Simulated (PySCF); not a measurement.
**C$_{4}$H$_{2}$F$_{2}$O$_{2}$ (SMILES FC1=COC=C(F)O1): density, localisation and related maps**

| atom | x (Å) | y (Å) | z (Å) |
| --- | --- | --- | --- |
| F | 2.3001 | -1.2276 | -0.2349 |
| C | 1.1616 | -0.5567 | -0.1153 |
| C | 1.1122 | 0.7594 | -0.0006 |
| O | -0.0780 | 1.4543 | 0.1247 |
| C | -1.1851 | 0.6248 | 0.1177 |
| C | -1.0929 | -0.6888 | 0.0004 |
| F | -2.1510 | -1.4893 | -0.0071 |
| O | 0.0771 | -1.4100 | -0.1276 |
| H | 1.9826 | 1.3896 | 0.0041 |
| H | -2.1178 | 1.1489 | 0.2162 |

Geometry: GFN2-xTB.

These are results of PBE0/pcSseg-1, SCF density, gas phase, non-relativistic (PySCF 2.14.0), not measurements.

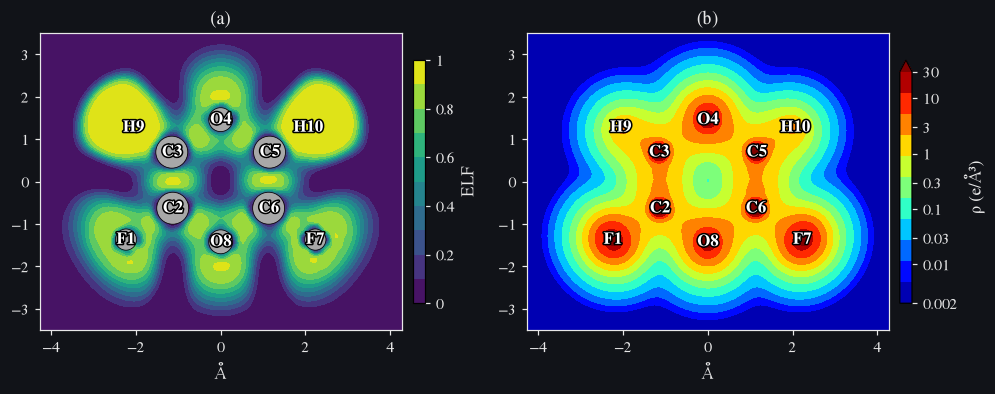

Figure 1. (a) ELF; (b) total electron density on the molecular plane. Grey discs cover the atomic cores in the ELF map.

> What does the map show?

- Atoms in the plane: F, C, O and H.
- C–C (1.32 Å): ρ is about 2.4 e/Å³ halfway; the ELF peaks at about 0.90 between the atoms: a multiple bond.
- C–F (1.33 Å): ρ is about 2.4 e/Å³ halfway; the ELF peaks at about 0.85 between the atoms, as expected for a polar covalent bond.
- C–O (1.38 Å): the density is about 2.2 e/Å³ at the midpoint, with its minimum of 1.9 e/Å³ about 0.5 Å from C; the ELF peaks at about 0.90 between the atoms (a polar covalent bond).
- C–H (1.07 Å): ρ is about 2.1 e/Å³ halfway; the ELF climbs to about 1 towards the hydrogen, as it does in any bond to H (an ordinary covalent bond to hydrogen).
- The ELF also peaks beside O8, F1, F7 and O4, away from the bonds: lone-pair regions.

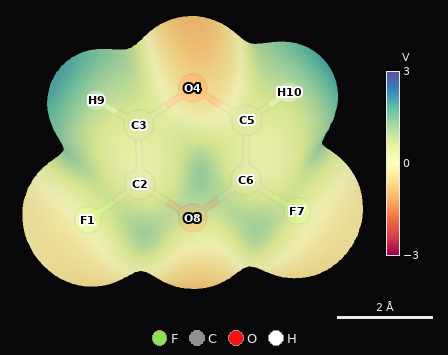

Figure 2. The molecular electrostatic potential painted on the density surface at 0.004 e/bohr³, seen at a tilt; the colour scale runs from red (negative) to blue (positive).

> Where is the surface potential most negative and most positive?

The most negative region (about −0.9 V) lies over O4, the most positive (about +2.0 V) over H9 and H10.

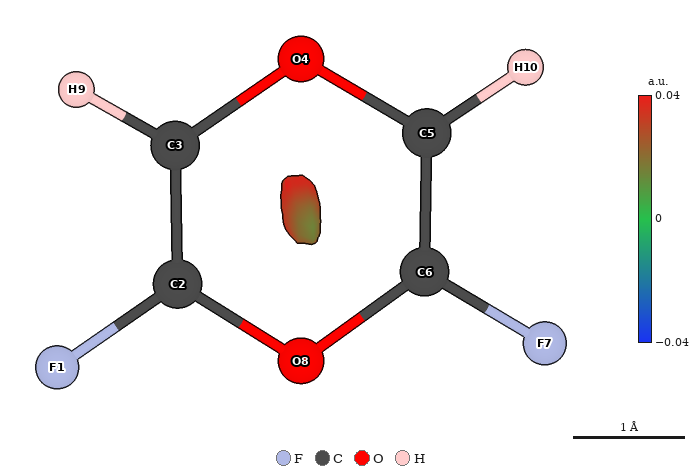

Figure 3. Non-covalent interaction (NCI) plot: the surface where the reduced density gradient is 0.6, for densities under 0.05 a.u., coloured by sign(λ₂)ρ; seen at an oblique angle.

> Identify the weak interactions.

Inside the ring or cage of C2, C3, O4, C5, C6 and O8: steric crowding (red).
